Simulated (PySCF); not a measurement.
# MoN2H3ClO (SMILES [NH]=[Mo](=[NH])([OH])[Cl]) at HF/def2-SVPD (core potential)

What is the vertical singlet–triplet gap of MoN2H3ClO at HF/def2-SVPD (core potential)? Input form: a Python script.

The calculation is run with PySCF 2.14.0.

### 1 The structure to begin with

MoN2H3ClO: 8 atoms, total charge 0, spin state singlet. As SMILES, `[NH]=[Mo](=[NH])([OH])[Cl]`. The coordinates come from a PBE0-D4/def2-TZVP relaxation. This is one conformer, not always the lowest.

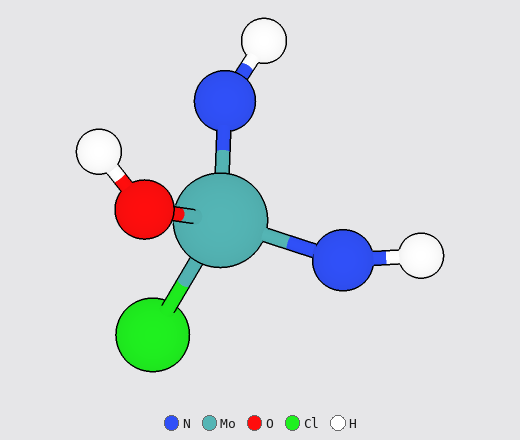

The structure, seen from a chosen angle (nitrogen blue, molybdenum teal, oxygen red, chlorine green, hydrogen white).

### 2 A single-point energy at HF/def2-SVPD (core potential)

mol.xyz

```xyz
8

N     -1.065200     0.803600     0.662300
Mo     0.070000     0.017100    -0.362100
N      1.639300     0.095800     0.330700
O     -0.396200    -1.799700    -0.517000
Cl     0.108600     1.136200    -2.349700
H     -1.301000     1.360300     1.473600
H      2.326300     0.406800     1.003900
H     -1.289600    -2.077100    -0.297500
```

run.py

```python
from pyscf import gto, scf

system = gto.M(
    atom='mol.xyz',
    spin=0,
    basis='def2-svpd',
    max_memory=1860,
    verbose=4,
    ecp={'Mo': 'def2-svp'},
)

mf = scf.RHF(system)
mf.conv_tol = 1e-10
mf.kernel()
if not mf.converged:
    mf = mf.newton().run(mf.mo_coeff, mf.mo_occ)

e_final = mf.e_tot
print('E = %.10f Eh' % e_final)
```

Launch:

```bash
$ OMP_NUM_THREADS=1 python run.py
```

The program printed:

```text
PySCF version 2.14.0

[... 76 lines left out ...]
converged SCF energy = -712.284015020821
E = -712.2840150208 Eh
```

Wall time 7.8 s (1 thread of Arm Neoverse V2, shared host); peak memory 0.56 GiB.

### 3 The triplet, same level

input.py

```python
from pyscf import gto

system = gto.M(
    atom='''
N     -1.065200     0.803600     0.662300
Mo     0.070000     0.017100    -0.362100
N      1.639300     0.095800     0.330700
O     -0.396200    -1.799700    -0.517000
Cl     0.108600     1.136200    -2.349700
H     -1.301000     1.360300     1.473600
H      2.326300     0.406800     1.003900
H     -1.289600    -2.077100    -0.297500
''',
    charge=0,
    max_memory=1860,
    ecp={'Mo': 'def2-svp'},
    basis='def2-svpd',
    verbose=3,
    spin=2,
)

mf = system.UHF()
mf.conv_tol = 1e-10
mf.kernel()
if not mf.converged:
    mf = mf.newton().run(mf.mo_coeff, mf.mo_occ)

e_tot = mf.e_tot
print('Final energy', e_tot)
```

Launch:

```bash
$ OMP_NUM_THREADS=1 python input.py
```

The program printed:

```text
WARN: HOMO -0.26467139200508 >= LUMO -0.519129140270381

SCF not converged.
SCF energy = -712.198632225889 after 50 cycles  <S^2> = 2.1924377  2S+1 = 3.1256601
converged SCF energy = -712.198632117729  <S^2> = 2.1889955  2S+1 = 3.1234567
Final energy -712.1986321177294
```

It took 56 s on 1 thread of Arm Neoverse V2, shared host; peak memory 0.58 GiB.

### 4 Outcome

At HF/def2-SVPD (core potential):

| quantity | value |
| --- | --- |
| singlet: total energy | -712.28402 Eh |
| singlet: dipole moment | 3.50 D |
| singlet: HOMO energy | -11.32 eV |
| singlet: LUMO energy | 1.24 eV |
| singlet: HOMO–LUMO gap | 12.56 eV |
| triplet: total energy | -712.19863 Eh |
| triplet: dipole moment | 4.38 D |
| triplet: HOMO energy (highest over α and β) | -8.61 eV |
| triplet: LUMO energy (lowest over α and β) | -0.99 eV |
| triplet: ⟨S²⟩ | 2.189 |
| vertical energy of the triplet above the singlet | 2.323 eV |

What this shows: At this shape the triplet lies 2.32 eV (224 kJ/mol) above the singlet. Mulliken charges (singlet) run from -0.91 on O4 to +2.54 on Mo2; in a basis this large or diffuse they mean little. ⟨S²⟩ (triplet) is 2.19 where a pure triplet has 2.00: the reference is spin-contaminated.
